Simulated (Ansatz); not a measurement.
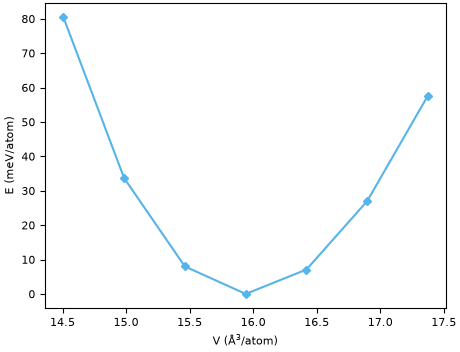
Al$_{3}$Pt$_{2}$ (La2O3 or Ni2Al3 type, P-3m1) under volume change, r²SCAN (plane waves, PAW; program Ansatz), shape and atoms relaxed at each volume.

### Question
What does a third-order Birch–Murnaghan fit give for V₀, B₀ and B′?

### Answer
V₀ = 15.94 Å³/atom, B₀ = 168 GPa, B′ = 4.5.

The workflow started from a Materials Project entry (that database holds measured and hypothetical structures alike); the Crystallography Open Database copy checked does not list it. Its standing as an ambient phase is unchecked. The r²SCAN relaxation kept the symmetry of its start; of distortions, only those at the zone centre were tested. The run is not spin-polarised. Spin–orbit coupling is left out wherever it is not named.

Potentials: the later of the program's two PAW sets.
